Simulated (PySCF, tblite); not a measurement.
# C₇H₁₀O₂Si: geometry, infrared bands and NMR shifts

Aim: predict the infrared bands and NMR shifts of C₇H₁₀O₂Si (`C=CC1=CC=C(CO)O[SiH2]1`).

The runs use tblite 0.8.0 and PySCF 2.14.0, with density-fitted response routines of our own; the level of theory stands in each step. All values are computed, except where a source is named. Atoms count from 0, in the outputs and in this text.

### 1 The starting structure

20 atoms, charge 0, multiplicity 1; geometry from: force field or distance geometry start.

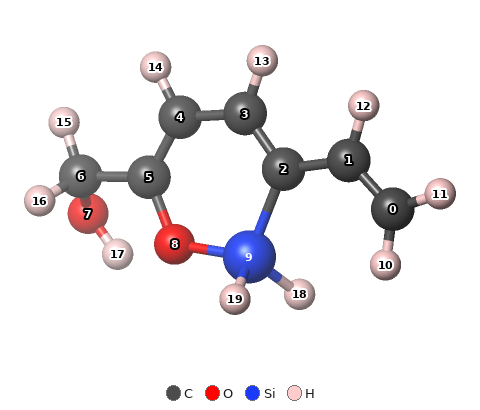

As it starts; carbon dark grey, oxygen red, silicon blue, hydrogen pink, atoms numbered.

### 2 Optimising the geometry with GFN2-xTB

Job settings and geometry (Å):

```
{"job": {"kind": "relax", "xc": "GFN2-xTB", "basis": "xTB"}, "charge": 0, "multiplicity": 1}
C     -3.695500    -0.392600     0.208800
C     -2.642300     0.113300     0.839200
C     -1.228700     0.065900     0.452800
C     -0.287200     0.640700     1.214900
C      1.130100     0.639500     0.911000
C      1.686100     0.087600    -0.197400
C      3.178100     0.147600    -0.441200
O      3.682000    -1.166600    -0.645400
O      1.004600    -0.591700    -1.197700
Si    -0.667300    -0.750200    -1.124100
H     -3.657300    -0.915300    -0.739400
H     -4.698400    -0.281100     0.644700
H     -2.842500     0.614200     1.806500
H     -0.546100     1.124600     2.155300
H      1.761400     1.149100     1.637200
H      3.720800     0.584100     0.415600
H      3.390000     0.743700    -1.327800
H      2.997200    -1.634000    -1.180700
H     -1.021500    -2.187900    -1.129500
H     -1.268700    -0.088800    -2.305900
```

Run with:

```sh
> OMP_NUM_THREADS=1 python probes_run.py task.json out
```

The driver reads the jobs from task.json and runs them one after another.

Output:

```text
step      E/eV     max force
  0    -814.32450    1.544
  1    -814.40516    1.055
  2    -814.44489    0.559
  3    -814.47244    0.402
  4    -814.48803    0.272
  5    -814.49832    0.249
  6    -814.51053    0.278
  7    -814.52350    0.347
  8    -814.53266    0.270
  9    -814.53778    0.150
 10    -814.54159    0.147
 11    -814.54518    0.168
 12    -814.54777    0.125
 13    -814.54907    0.063
 14    -814.54984    0.071
 15    -814.55057    0.074
 16    -814.55127    0.065
 17    -814.55178    0.056
 18    -814.55214    0.039
 19    -814.55248    0.041
 20    -814.55289    0.057
 21    -814.55335    0.054
 22    -814.55374    0.043
 23    -814.55400    0.039
 24    -814.55419    0.034
 25    -814.55437    0.033
 26    -814.55457    0.037
 27    -814.55477    0.031
 28    -814.55493    0.027
 29    -814.55505    0.025
 30    -814.55516    0.024
 31    -814.55527    0.025
 32    -814.55539    0.027
 33    -814.55552    0.029
 34    -814.55566    0.030
 35    -814.55580    0.025
 36    -814.55591    0.023
 37    -814.55600    0.023
 38    -814.55607    0.023
 39    -814.55617    0.021
 40    -814.55627    0.025
 41    -814.55637    0.023
 42    -814.55644    0.022
 43    -814.55651    0.020
 44    -814.55657    0.022
 45    -814.55664    0.022
 46    -814.55670    0.018
 47    -814.55675    0.016
 48    -814.55680    0.018
 49    -814.55686    0.018
 50    -814.55692    0.020
 51    -814.55698    0.022
 52    -814.55705    0.025
 53    -814.55715    0.028
 54    -814.55726    0.027
 55    -814.55738    0.028
 56    -814.55749    0.023
 57    -814.55763    0.028
 58    -814.55783    0.043
 59    -814.55815    0.051
 60    -814.55855    0.042
 61    -814.55892    0.045
 62    -814.55922    0.044
 63    -814.55951    0.051
 64    -814.55969    0.065
 65    -814.56008    0.042
 66    -814.56041    0.033
 67    -814.56063    0.025
 68    -814.56078    0.028
 69    -814.56097    0.041
 70    -814.56115    0.037
 71    -814.56128    0.025
 72    -814.56141    0.027
 73    -814.56156    0.026
 74    -814.56170    0.038
 75    -814.56178    0.034
 76    -814.56189    0.028
 77    -814.56198    0.022
 78    -814.56214    0.024
 79    -814.56221    0.021
 80    -814.56232    0.027
 81    -814.56241    0.020
 82    -814.56252    0.025
 83    -814.56263    0.030
 84    -814.56274    0.026
 85    -814.56284    0.024
 86    -814.56288    0.013
 87    -814.56291    0.009
```

Run time: 1.3 s. Hardware: 1 thread of Arm Neoverse N1, shared host; peak memory 0.18 GiB.

Step by step: (not every step is listed)

| step | energy from step 0 (eV) | largest force (eV/Å) |
| --- | --- | --- |
| 0 | 0.0000 | 1.5441 |
| 1 | -0.0807 | 1.0545 |
| 2 | -0.1204 | 0.5588 |
| 3 | -0.1479 | 0.4025 |
| 4 | -0.1635 | 0.2719 |
| 5 | -0.1738 | 0.2487 |
| 6 | -0.1860 | 0.2784 |
| 7 | -0.1990 | 0.3468 |
| 8 | -0.2082 | 0.2700 |
| 15 | -0.2261 | 0.0742 |
| 22 | -0.2292 | 0.0434 |
| 29 | -0.2306 | 0.0248 |
| 36 | -0.2314 | 0.0226 |
| 43 | -0.2320 | 0.0202 |
| 50 | -0.2324 | 0.0199 |
| 57 | -0.2331 | 0.0284 |
| 64 | -0.2352 | 0.0655 |
| 71 | -0.2368 | 0.0252 |
| 78 | -0.2376 | 0.0236 |
| 82 | -0.2380 | 0.0249 |
| 83 | -0.2381 | 0.0303 |
| 84 | -0.2382 | 0.0264 |
| 85 | -0.2383 | 0.0240 |
| 86 | -0.2384 | 0.0131 |
| 87 | -0.2384 | 0.0091 |

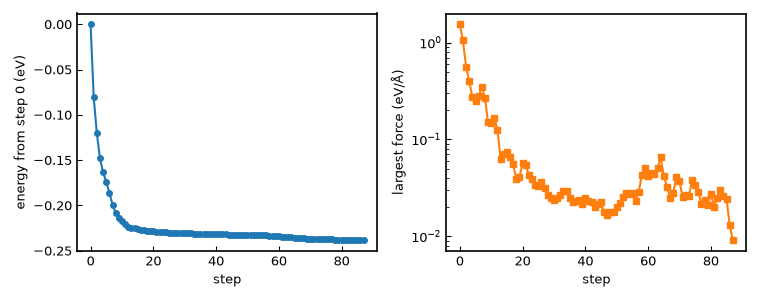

Energy and largest force along the relaxation.

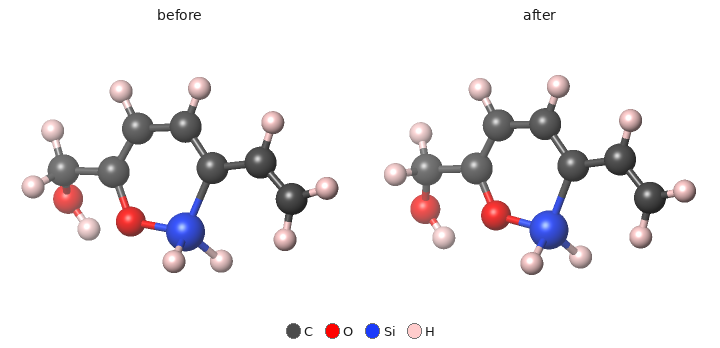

The geometry before (left) and after (right).

Close pairs (by a distance rule), those that changed most:

| bond | before (Å) | after (Å) | change (Å) |
| --- | --- | --- | --- |
| C5–O8 | 1.388 | 1.342 | -0.046 |
| O8–Si9 | 1.681 | 1.651 | -0.030 |
| C1–H12 | 1.108 | 1.084 | -0.023 |
| C1–C2 | 1.466 | 1.443 | -0.023 |
| C0–H11 | 1.099 | 1.076 | -0.023 |
| O7–H17 | 0.987 | 0.967 | -0.020 |
| C6–O7 | 1.422 | 1.402 | -0.020 |
| C3–C4 | 1.450 | 1.430 | -0.019 |

The final coordinates are the input of the step that follows.

### 3 Infrared spectrum with GFN2-xTB

Job settings and geometry (Å):

```
{"job": {"kind": "ir", "xc": "GFN2-xTB", "basis": "xTB"}, "charge": 0, "multiplicity": 1}
C     -3.646325    -0.386548     0.195946
C     -2.642218     0.173231     0.864837
C     -1.255116     0.093512     0.474743
C     -0.301350     0.705679     1.223893
C      1.102023     0.687005     0.948859
C      1.657484     0.055743    -0.101710
C      3.136703     0.071547    -0.406186
O      3.573916    -1.121744    -0.999364
O      0.952540    -0.631293    -1.013299
Si    -0.684822    -0.839729    -1.045862
H     -3.476214    -0.947139    -0.707367
H     -4.666340    -0.301432     0.528305
H     -2.850787     0.730800     1.771240
H     -0.599513     1.254888     2.110928
H      1.756233     1.211994     1.627360
H      3.717321     0.213923     0.507682
H      3.340651     0.923052    -1.080653
H      2.857021    -1.434559    -1.567994
H     -0.872471    -2.291834    -1.007015
H     -1.103882    -0.264902    -2.327379
```

Output:

```text
mode    cm-1     km/mol
  1      35.0      2.50
  2      69.2      1.02
  3      90.1      0.94
  4     131.2      0.65
  5     157.4      1.97
  6     214.6      2.08
  7     282.1      1.53
  8     308.1      3.90
  9     340.7     38.23
 10     352.3    139.55
 11     380.1      6.30
 12     472.9      4.37
 13     490.8      1.09
 14     515.4     70.96
 15     577.4     44.50
 16     602.3     40.88
 17     625.8     21.83
 18     645.3     14.16
 19     662.2     15.94
 20     717.1    119.59
 21     782.7     53.98
 22     810.5    212.88
 23     819.0     14.86
 24     872.0     12.39
 25     886.1      1.31
 26     948.1     40.84
 27     965.2     47.47
 28     994.3     12.25
 29    1003.7     17.89
 30    1076.5     77.37
 31    1135.8     19.75
 32    1152.4     39.27
 33    1185.6     26.12
 34    1221.0      4.23
 35    1263.8     13.74
 36    1289.0     16.23
 37    1312.0    127.76
 38    1337.7     64.66
 39    1352.1     27.66
 40    1408.7      3.29
 41    1456.9      5.48
 42    1531.6    124.98
 43    1639.9    113.52
 44    1658.3      4.85
 45    2226.9    443.19
 46    2259.9    175.10
 47    2808.5     56.15
 48    2983.4     18.04
 49    3018.9     30.41
 50    3029.5     68.57
 51    3097.4     30.29
 52    3107.8     20.12
 53    3134.7     57.49
 54    3487.7     31.85
```

Wall time 1.7 s (1 thread of Arm Neoverse N1, shared host); peak memory 0.18 GiB.

Which atoms move in the most intense modes:

| cm⁻¹ | km/mol | atoms |
| --- | --- | --- |
| 352 | 139.6 | H17 67 % |
| 717 | 119.6 | H18 22 %, H19 21 %, Si9 17 %, C4 11 % |
| 810 | 212.9 | H19 45 %, H18 45 % |
| 1312 | 127.8 | H14 22 %, C5 21 %, H12 15 %, H13 11 % |
| 1532 | 125.0 | C3 40 %, C2 32 %, C4 14 % |
| 1640 | 113.5 | C5 36 %, C4 29 %, C3 12 % |
| 2227 | 443.2 | H19 61 %, H18 35 % |
| 2260 | 175.1 | H18 62 %, H19 36 % |

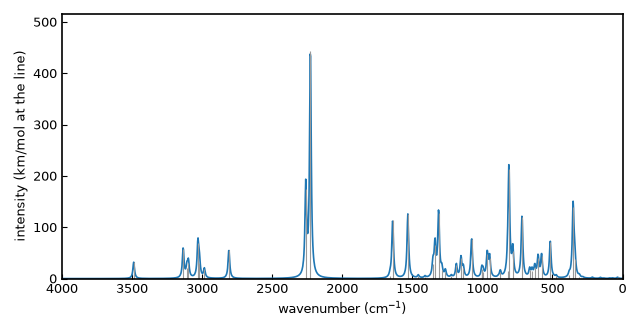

The infrared spectrum from these modes, unscaled. Lines are broadened to a width of 14 cm⁻¹ (Lorentzian).

### 4 Nuclear shieldings: PBE0/pcSseg-1

Same as in step 3 but for these lines:

```diff
@@ -1,2 +1,2 @@
-{"job": {"kind": "ir", "xc": "GFN2-xTB", "basis": "xTB"}, "charge": 0, "multiplicity": 1}
+{"job": {"kind": "nmr", "xc": "PBE0", "basis": "pcSseg-1"}, "charge": 0, "multiplicity": 1}
 C     -3.646325    -0.386548     0.195946
```

Level: GIAO PBE0/pcSseg-1 NMR shielding, non-relativistic, gas phase.

Output:

```text
coarse grid: 17600 points
cycle   1  E = -711.7932553604  dE =  1.685e+00  |g| = 8.625e-01  |ddm| = 4.314e+00
cycle   2  E = -711.6629358602  dE =  1.303e-01  |g| = 1.213e+00  |ddm| = 1.758e+00
cycle   3  E = -711.9323234990  dE = -2.694e-01  |g| = 1.279e-01  |ddm| = 1.166e+00
cycle   4  E = -711.9357021042  dE = -3.379e-03  |g| = 5.076e-02  |ddm| = 1.700e-01
cycle   5  E = -711.9362753665  dE = -5.733e-04  |g| = 2.196e-02  |ddm| = 7.010e-02
cycle   6  E = -711.9363966135  dE = -1.212e-04  |g| = 4.839e-03  |ddm| = 2.478e-02
cycle   7  E = -711.9364020812  dE = -5.468e-06  |g| = 1.284e-03  |ddm| = 4.931e-03
final grid: 166520 points
cycle   8  E = -712.0162326465  dE = -3.408e-05  |g| = 1.198e-02  |ddm| = 4.263e-02
cycle   9  E = -712.0161977344  dE =  3.491e-05  |g| = 1.814e-02  |ddm| = 2.340e-02
cycle  10  E = -712.0162603458  dE = -6.261e-05  |g| = 2.260e-03  |ddm| = 1.515e-02
cycle  11  E = -712.0162614750  dE = -1.129e-06  |g| = 4.471e-04  |ddm| = 2.326e-03
cycle  12  E = -712.0162615121  dE = -3.703e-08  |g| = 1.627e-04  |ddm| = 5.266e-04
cycle  13  E = -712.0162615188  dE = -6.725e-09  |g| = 3.317e-05  |ddm| = 2.048e-04
cycle  14  E = -712.0162615190  dE = -2.535e-10  |g| = 1.502e-05  |ddm| = 4.767e-05
converged SCF energy = -712.0162615190

GIAO shielding tensors (ppm)
atom      isotropic    diamagn.    paramagn.     s11        s22        s33       span
  0 C       67.787     256.377    -188.590    -33.030     75.608    160.783    193.814
  1 C       36.990     250.278    -213.288    -73.714     42.819    141.866    215.580
  2 C       60.582     263.534    -202.951    -31.752     53.547    159.951    191.704
  3 C       38.125     252.433    -214.308    -71.133     34.630    150.876    222.009
  4 C       83.795     257.300    -173.505    -14.160    106.669    158.876    173.036
  5 C       21.210     253.286    -232.076    -80.643     36.096    108.177    188.820
  6 C      118.913     245.103    -126.191    100.675    105.845    150.219     49.544
  7 O      326.123     387.361     -61.238    286.532    312.197    379.640     93.108
  8 O      216.377     401.699    -185.322    101.139    172.198    375.792    274.653
  9 Si     370.236     883.747    -513.511    339.586    347.388    423.734     84.149
 10 H       26.964      32.919      -5.955     24.026     25.667     31.199      7.173
 11 H       26.411      27.210      -0.798     24.635     25.128     29.471      4.836
 12 H       24.914      30.326      -5.412     23.167     23.611     27.964      4.797
 13 H       24.852      33.239      -8.387     23.121     23.723     27.711      4.590
 14 H       26.496      33.478      -6.983     23.916     26.281     29.289      5.373
 15 H       27.407      28.379      -0.972     23.377     27.637     31.207      7.830
 16 H       26.880      27.871      -0.990     22.242     26.808     31.590      9.349
 17 H       29.804      32.999      -3.195     18.295     29.654     41.463     23.168
 18 H       25.711      31.084      -5.373     21.810     25.105     30.217      8.407
 19 H       25.692      31.138      -5.445     21.762     24.958     30.357      8.595
```

Run time: 2.1 min. Hardware: 1 thread of Arm Neoverse N1, shared host; peak memory 1.1 GiB.

Shifts follow as δ = σ(reference) − σ, with reference shieldings (ppm) from runs at the same level and on the same kind of geometry: 1H TMS 31.72, 13C TMS 186.9, 29Si TMS 349.2, 17O H2O 336.1. The references are single molecules in the gas phase, so shifts against H2O, NH3, PH3, H3PO4 or CFCl3 are not on the usual liquid scales and can be off by tens of ppm. Atoms listed in one row are averaged.

| atoms | environment | σ (ppm) | δ (ppm) | δ scaled to CDCl3 |
| --- | --- | --- | --- | --- |
| C5 | alkene carbon bearing oxygen | 21.2 | 165.7 | 159.8 |
| C1 | alkene CH | 37.0 | 149.9 | 144.4 |
| C3 | alkene CH | 38.1 | 148.8 | 143.3 |
| C2 | fully substituted alkene carbon | 60.6 | 126.3 | 121.4 |
| C0 | terminal =CH2 carbon | 67.8 | 119.1 | 114.4 |
| C4 | β carbon of an enol-ether or enamine type C=C | 83.8 | 103.1 | 98.7 |
| C6 | allylic sp3 CH2 bonded to O | 118.9 | 68.0 | 64.5 |
| H13 | hydrogen on an alkene CH | 24.85 | 6.87 | 6.58 |
| H12 | hydrogen on an alkene CH | 24.91 | 6.80 | 6.52 |
| H18, H19 | hydrogen on a silicon bonded to C, O, in a 6-membered ring | 25.70 | 6.02 | – |
| H11 | hydrogen on a terminal =CH2 carbon | 26.41 | 5.31 | 5.11 |
| H14 | hydrogen on a β carbon of an enol-ether or enamine type C=C | 26.50 | 5.22 | 5.03 |
| H10 | hydrogen on a terminal =CH2 carbon | 26.96 | 4.75 | 4.59 |
| H15, H16 | hydrogen on an allylic sp3 CH2 bonded to O | 27.14 | 4.57 | 4.42 |
| H17 | hydrogen on an alcohol oxygen | 29.80 | 1.91 | – |
| O8 | oxygen bonded to C, Si, in a 6-membered ring | 216.4 | 119.7 | – |
| O7 | alcohol oxygen | 326.1 | 10.0 | – |
| Si9 | silicon bonded to C, O, 2 H, in a 6-membered ring | 370.2 | -21.1 | – |

The scaled column applies a straight-line fit of computed shieldings to shifts measured in CDCl3 (root-mean-square error 0.16 ppm for H, 1.9 ppm for C).

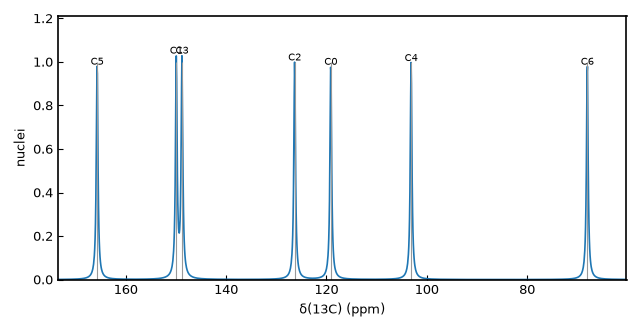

13C lines at the computed shifts, without couplings. Lines are broadened to a width of 0.39 ppm (Lorentzian).

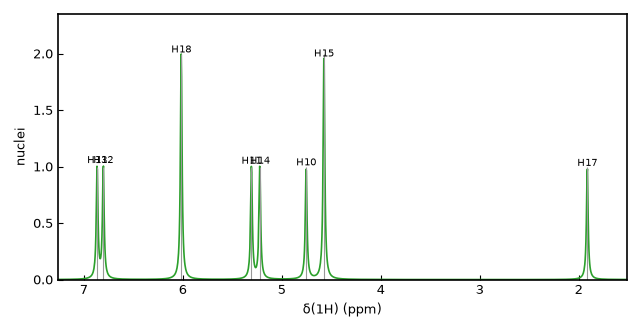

1H lines at the computed shifts, without couplings. Lines are broadened to a width of 0.02 ppm (Lorentzian).

Charges from the same density, by scheme (e):

| atoms | Mulliken | IAO | Hirshfeld | ESP fit |
| --- | --- | --- | --- | --- |
| C0 | -0.17 | -0.33 | -0.11 | -0.39 |
| C1 | -0.12 | -0.12 | -0.05 | -0.19 |
| C2 | -0.43 | -0.32 | -0.11 | -0.16 |
| C3 | -0.05 | -0.11 | -0.04 | -0.01 |
| C4 | -0.14 | -0.26 | -0.10 | -0.43 |
| C5 | 0.14 | 0.22 | 0.10 | 0.23 |
| C6 | 0.17 | -0.06 | 0.00 | 0.09 |
| O7 | -0.45 | -0.55 | -0.24 | -0.56 |
| O8 | -0.63 | -0.56 | -0.17 | -0.30 |
| Si9 | 0.89 | 0.99 | 0.40 | 0.65 |

Mulliken charges:

C0 -0.17; C1 -0.12; C2 -0.43; C3 -0.05; C4 -0.14; C5 0.14; C6 0.17; O7 -0.45; O8 -0.63; Si9 0.89; H10 0.12; H11 0.12; H12 0.09; H13 0.09; H14 0.09; H15 0.13; H16 0.12; H17 0.24; H18 -0.09; H19 -0.10

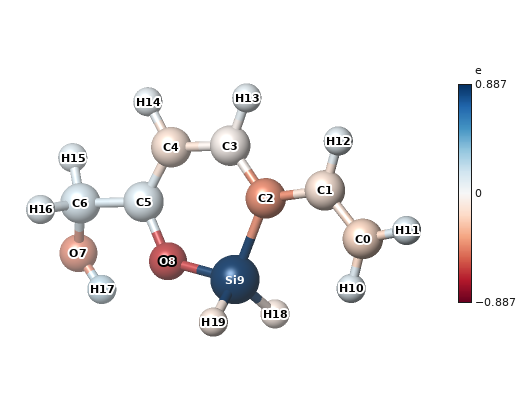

Mulliken charges, as colours on the atoms.

Mayer bond orders: C0–C1 1.88, C1–C2 1.11, C2–C3 1.66, C3–C4 1.20, C4–C5 1.63, C5–C6 1.01, C6–O7 0.97, C5–O8 0.99, O8–Si9 0.86, Si9–C2 0.88.

Ring of atoms C2, C3, C4, C5, O8, Si9: NICS(0) 1.1, NICS(1) -1.0, NICS(1)zz 2.2 ppm (means of both faces).

The fields below are evaluated on a grid from the run's orbitals.

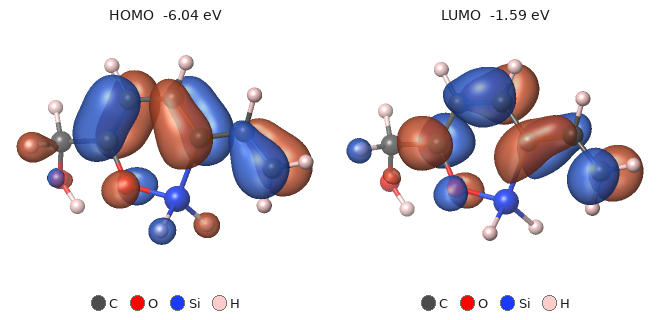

PBE0/pcSseg-1 orbitals near the gap, drawn at the value that encloses 70 % of each; the two colours are the two signs.

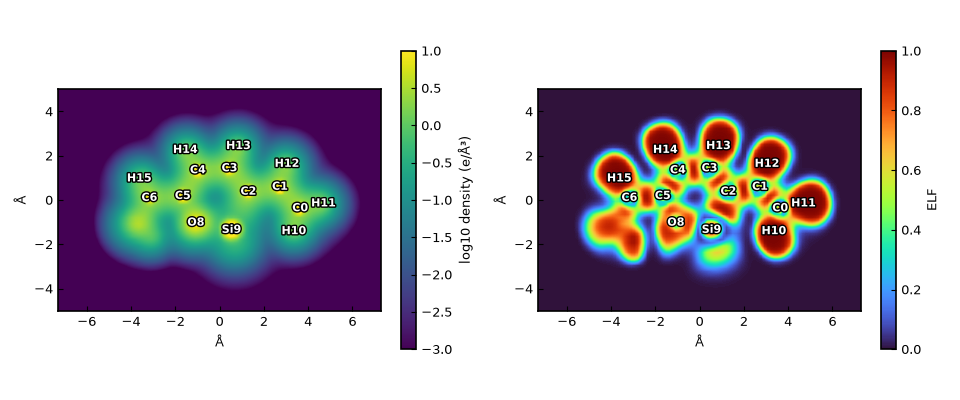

Density (left) and ELF (right) in a plane through or near 15 of the atoms.

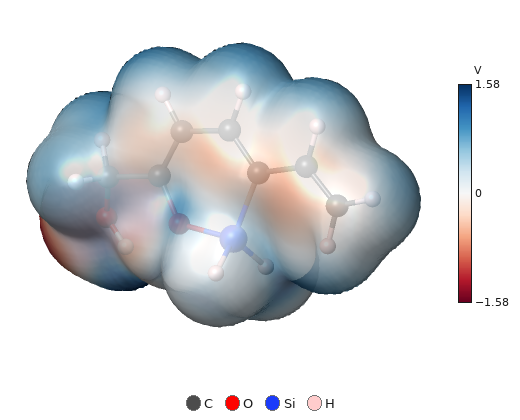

Electrostatic potential on the surface of density 0.002 e/bohr³; red is low, blue high. It runs from -1.58 V near O7 to 1.44 V near H17.

### 5 What came out

```
                                                              quantity                                               value
                             strongest single infrared mode (GFN2-xTB)                               2227 cm⁻¹, 443 km/mol
                                          zero-point energy (GFN2-xTB)                                       92.8 kcal/mol
                                13C shifts against TMS (PBE0/pcSseg-1)  165.7, 149.9, 148.8, 126.3, 119.1, 103.1, 68.0 ppm
1H shifts against TMS (PBE0/pcSseg-1, means over atoms taken as alike)  6.87, 6.80, 6.02, 5.31, 5.22, 4.75, 4.57, 1.91 ppm
                                17O shifts against H2O (PBE0/pcSseg-1)                                     119.7, 10.0 ppm
                               29Si shifts against TMS (PBE0/pcSseg-1)                                           -21.1 ppm
                                 surface potential, least and greatest                                  -1.58 V and 1.44 V
```

What this shows: Relaxing lowered the energy by 0.238 eV in 87 steps; the close pair that moved most is C5–O8, from 1.388 to 1.342 Å. All 54 modes are real, so the xTB geometry is a minimum. The strongest single mode, at 2227 cm⁻¹, moves mainly H19 and H18. Unscaled tight-binding wavenumbers are off by several per cent, some by more. Its intensities can rank the bands wrongly. At PBE0/pcSseg-1: The largest span, 275 ppm, is at O8, where the paramagnetic term is -185 ppm. At PBE0/pcSseg-1, counted by nearest atom on the grid, the HOMO lies on C2, C5 about 17 % each; C0, C4 about 15 % each, the LUMO on C2, C3, C5 about 18 % each; C0 12 %.
